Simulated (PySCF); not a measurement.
# C12H32Si8: electronic excitations

What do calculations give for the electronic excitations of C12H32Si8?

Programs: PySCF 2.14.0, with routines of our own; each step states its level. All values are computed. Atoms count from 0.

## 1. The starting structure

52 atoms, charge 0, multiplicity 1; geometry from: GFN2-xTB.

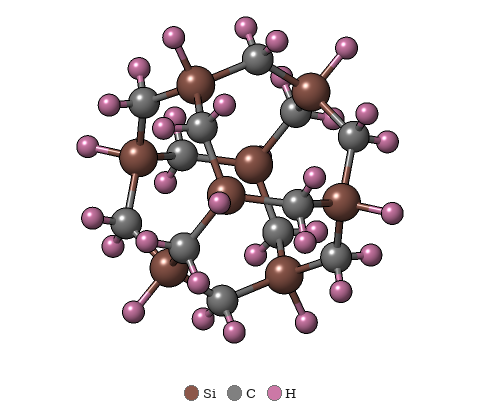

The starting geometry (silicon brown, carbon grey, hydrogen pink).

## 2. Electronic excitations: TDA PBE0/6-31G*

The job: settings as JSON, then the geometry in Å.

```
{"job": {"kind": "uv", "basis": "6-31G*", "grid": 1, "kgrid": 0, "vcut": 1.5, "nstates": 5, "ntriplets": 2, "tda": true, "delta": ["ip_vertical"], "pop": false, "xc": "PBE0"}, "charge": 0, "multiplicity": 1}
Si     2.447471     0.000859     1.731098
Si    -0.001241     2.448231     1.730678
Si    -2.447278    -0.000428     1.731283
Si     0.000305    -2.448321     1.731450
Si     2.449709     0.000766    -1.730287
Si    -0.000877     2.446881    -1.731651
Si    -2.447391    -0.000839    -1.731619
Si     0.002171    -2.447091    -1.730622
C      1.613426     1.615218     2.283138
H      1.512942     1.514828     3.365324
H      2.378527     2.380614     2.141384
C     -1.615723     1.615075     2.283599
H     -1.515983     1.515709     3.365925
H     -2.381527     2.379601     2.140904
C      1.613962    -1.613434     2.284306
H      2.379639    -2.378797     2.145676
H      1.511880    -1.511588     3.366191
C     -1.614189    -1.614950     2.284108
H     -1.513484    -1.514447     3.366220
H     -2.379511    -2.380153     2.142760
C      3.230400     0.001993     0.000917
H      3.893607     0.868797     0.001700
H      3.897576    -0.861758     0.001178
C     -0.001813     3.228385    -0.000809
H     -0.867506     3.893015    -0.001043
H      0.862834     3.894385    -0.000726
C      1.614898     1.614641    -2.282783
H      2.379376     2.380602    -2.140369
H      1.515209     1.514074    -3.365031
C     -3.227494    -0.000534    -0.000068
H     -3.892534    -0.865975    -0.000157
H     -3.892259     0.865128    -0.000385
C     -1.615927     1.614638    -2.284796
H     -2.381045     2.379757    -2.141658
H     -1.516049     1.515428    -3.367128
C      0.000391    -3.228827     0.000145
H      0.865215    -3.894646     0.000539
H     -0.865619    -3.893141    -0.000279
C      1.616773    -1.613846    -2.283011
H      1.515705    -1.512695    -3.365097
H      2.381889    -2.379267    -2.141371
C     -1.612481    -1.614630    -2.284238
H     -2.377440    -2.380336    -2.143519
H     -1.511600    -1.514404    -3.366382
H      3.672321     0.001216     2.598994
H     -0.001029     3.674207     2.595764
H     -3.673296    -0.000854     2.597015
H      0.000895    -3.673513     2.597766
H      3.674822     0.001149    -2.596350
H      0.000248     3.672799    -2.597631
H     -3.673396    -0.003476    -2.596806
H      0.003416    -3.672568    -2.597300
```

Level: TDA PBE0/6-31G*, vertical, gas phase, core orbitals frozen in the response, virtual orbitals cut by energy.

Started as:

```sh
> OMP_NUM_THREADS=2 python large_run.py task.json out
```

The driver reads the jobs from task.json and runs them one after another.

What it wrote:

```text
start: PBE on a coarse grid of 43032 points
cycle   1  E = -2790.3433178079  dE =  1.559e+00  |g| = 1.454e+00  |ddm| = 6.530e+00
cycle   2  E = -2789.6335333552  dE =  7.098e-01  |g| = 2.108e+00  |ddm| = 3.689e+00
cycle   3  E = -2790.8929708927  dE = -1.259e+00  |g| = 1.983e-01  |ddm| = 2.433e+00
cycle   4  E = -2790.9045982755  dE = -1.163e-02  |g| = 7.016e-02  |ddm| = 3.608e-01
cycle   5  E = -2790.9061624808  dE = -1.564e-03  |g| = 6.873e-03  |ddm| = 9.915e-02
cycle   6  E = -2790.9061844589  dE = -2.198e-05  |g| = 3.953e-04  |ddm| = 1.562e-02
final grid: 173815 points
cycle   7  E = -2790.9554062945  dE = -1.087e-02  |g| = 3.994e-02  |ddm| = 4.133e-01
cycle   8  E = -2790.9552282246  dE =  1.781e-04  |g| = 4.839e-02  |ddm| = 1.078e-01
cycle   9  E = -2790.9558869258  dE = -6.587e-04  |g| = 2.001e-03  |ddm| = 5.483e-02
cycle  10  E = -2790.9558939751  dE = -7.049e-06  |g| = 1.117e-03  |ddm| = 4.280e-03
cycle  11  E = -2790.9558903849  dE =  3.590e-06  |g| = 2.516e-04  |ddm| = 1.636e-03
cycle  12  E = -2790.9558928923  dE = -2.507e-06  |g| = 3.845e-05  |ddm| = 2.966e-04
converged SCF energy = -2790.9558928923
Vertical ionisation energy (delta-SCF) = 8.6327 eV   <S^2> = 0.752

Static polarisability (au): isotropic 280.486, principal 280.466 280.490 280.502

Singlet excitations
state   eV       nm        f      main configurations
  1   6.5825    188.4   0.00000   H->L 0.98
  2   6.5831    188.3   0.00000   H-1->L 0.98
  3   6.5840    188.3   0.00000   H-2->L 0.98
  4   6.7491    183.7   0.00019   H-3->L 0.98
  5   6.7498    183.7   0.00019   H-4->L 0.98

Triplet excitations (Tamm-Dancoff, eV): 6.4086 6.4091
```

Wall time 3.3 min (2 threads of Arm Neoverse N1, shared host); peak memory 1.6 GiB.

The orbitals next to the gap, with their largest atomic shares:

```tsv
orbital	eV	atoms
HOMO−4	-7.64	H47 8 %, H49 8 %, C14 5 %
HOMO−3	-7.64	C29 6 %, C35 6 %, C23 6 %
HOMO−2	-7.46	H46 8 %, H48 8 %, H49 7 %
HOMO−1	-7.46	H44 11 %, H50 11 %, Si0 7 %
HOMO	-7.46	H51 9 %, H45 9 %, Si7 6 %
LUMO	0.03	Si7 7 %, Si5 7 %, Si0 7 %
LUMO+1	1.67	Si2 5 %, Si1 5 %, Si5 5 %
LUMO+2	1.68	Si4 6 %, Si6 6 %, Si0 6 %
LUMO+3	1.68	Si3 6 %, Si1 6 %, Si7 6 %
```

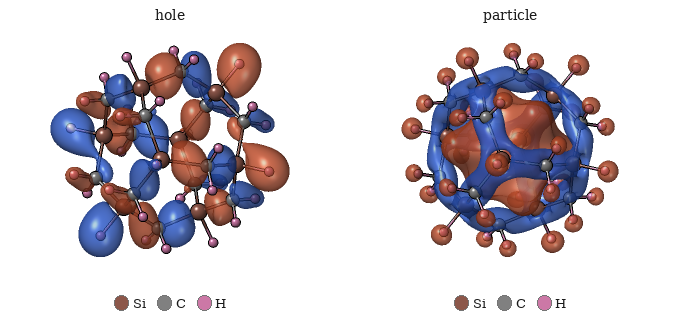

Leading natural transition orbitals of singlet state 4: the electron leaves the hole (left) for the particle orbital (right).

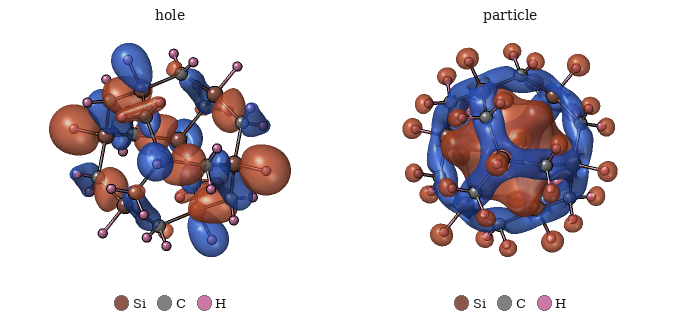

Leading natural transition orbitals of singlet state 1: the electron leaves the hole (left) for the particle orbital (right).

Further results of this job:

```tsv
property	computed
dipole moment (D)	0.00
polarisability (Å³)	41.56
HOMO–LUMO gap (eV)	7.48
−ε(HOMO) (eV)	7.46
```

The fields below are evaluated on a grid from the run's orbitals.

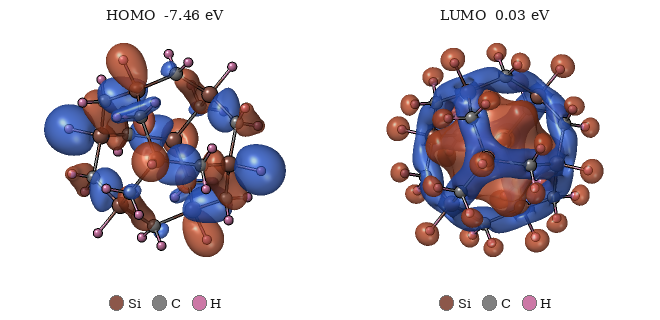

PBE0/6-31G* orbitals near the gap, drawn at the value that encloses 70 % of each; the two colours are the two signs.

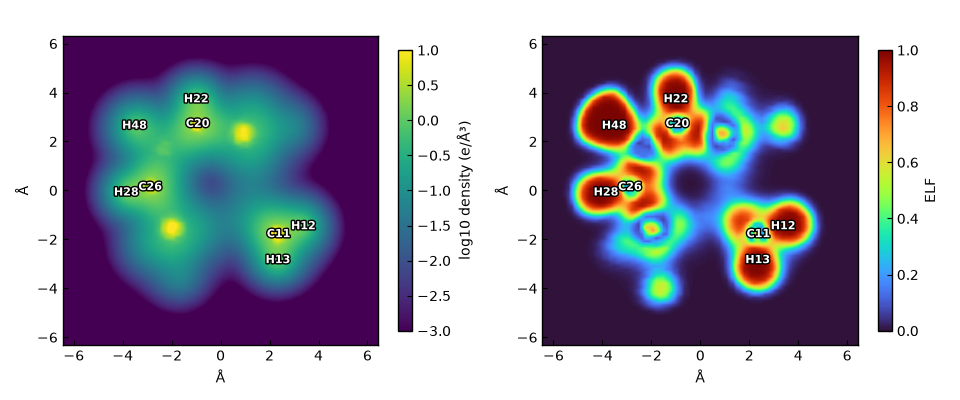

Density (left) and ELF (right) in a plane through or near 8 of the atoms.

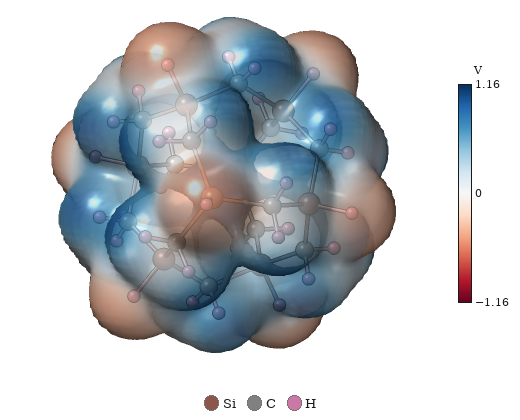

The potential that a unit positive charge feels on the 0.002 e/bohr³ surface, from the 1st to the 99th percentile, from -0.43 to 1.16 V.

## 3. Electronic excitations: TDDFT PBE/6-31G*

Settings changed since step 2:

```diff
@@ -1,2 +1,2 @@
-{"job": {"kind": "uv", "basis": "6-31G*", "grid": 1, "kgrid": 0, "vcut": 1.5, "nstates": 5, "ntriplets": 2, "tda": true, "delta": ["ip_vertical"], "pop": false, "xc": "PBE0"}, "charge": 0, "multiplicity": 1}
+{"job": {"kind": "uv", "basis": "6-31G*", "grid": 1, "kgrid": 0, "vcut": null, "nstates": 5, "ntriplets": 2, "tda": false, "delta": ["ip_vertical"], "pop": false, "xc": "PBE"}, "charge": 0, "multiplicity": 1}
 Si     2.447471     0.000859     1.731098
```

With the program's defaults for keys left out, this is: TDDFT PBE/6-31G*, vertical, gas phase, core orbitals frozen in the response.

What it wrote:

```text
start: PBE on a coarse grid of 43032 points
cycle   1  E = -2790.3443204462  dE =  1.558e+00  |g| = 1.454e+00  |ddm| = 6.530e+00
cycle   2  E = -2789.6349486313  dE =  7.094e-01  |g| = 2.108e+00  |ddm| = 3.688e+00
cycle   3  E = -2790.8938188237  dE = -1.259e+00  |g| = 1.983e-01  |ddm| = 2.433e+00
cycle   4  E = -2790.9054439895  dE = -1.163e-02  |g| = 7.022e-02  |ddm| = 3.610e-01
cycle   5  E = -2790.9070117134  dE = -1.568e-03  |g| = 6.856e-03  |ddm| = 9.917e-02
cycle   6  E = -2790.9070260302  dE = -1.432e-05  |g| = 3.937e-04  |ddm| = 1.557e-02
final grid: 173815 points
cycle   7  E = -2790.5943774544  dE = -6.032e-05  |g| = 2.233e-02  |ddm| = 6.259e-02
cycle   8  E = -2790.5941698282  dE =  2.076e-04  |g| = 3.582e-02  |ddm| = 5.588e-02
cycle   9  E = -2790.5945099399  dE = -3.401e-04  |g| = 2.161e-03  |ddm| = 3.663e-02
cycle  10  E = -2790.5945082972  dE =  1.643e-06  |g| = 3.559e-04  |ddm| = 3.300e-03
cycle  11  E = -2790.5945103483  dE = -2.051e-06  |g| = 7.978e-05  |ddm| = 5.603e-04
converged SCF energy = -2790.5945103483

Static polarisability (au): isotropic 290.153, principal 290.130 290.157 290.171

Singlet excitations
state   eV       nm        f      main configurations
  1   5.5959    221.6   0.00000   H->L 1.00
  2   5.5965    221.5   0.00000   H-1->L 1.00
  3   5.5973    221.5   0.00000   H-2->L 0.99
  4   5.7642    215.1   0.00100   H-3->L 0.99
  5   5.7650    215.1   0.00100   H-4->L 0.99

Triplet excitations (Tamm-Dancoff, eV): 5.5084 5.5090
```

Run time: 94 s. Hardware: 2 threads of Arm Neoverse N1, shared host; peak memory 1.4 GiB.

Warnings kept with the result: ip_vertical: open-shell SCF did not converge.

## 4. Results

| quantity | value |
| --- | --- |
| lowest singlet (PBE0/6-31G*) | 6.58 eV (188 nm), f = 0.000 |
| brightest single state of those computed | state 4, 6.75 eV, f = 0.000 |
| lowest triplet | 6.41 eV |
| vertical ionisation energy (ΔSCF) | 8.63 eV |
| surface potential, 1st and 99th percentile | -0.43 V and 1.16 V |

**Reading.** The first singlet state (HOMO→LUMO 0.98) lies at 6.58 eV and is dark. The lowest triplet lies 0.17 eV below the lowest singlet. The basis of PBE0/6-31G* has no diffuse functions, so Rydberg states are missing and the high states are unreliable. The orbital energy would give 7.46 eV for ionisation, ΔSCF gives 8.63 eV.
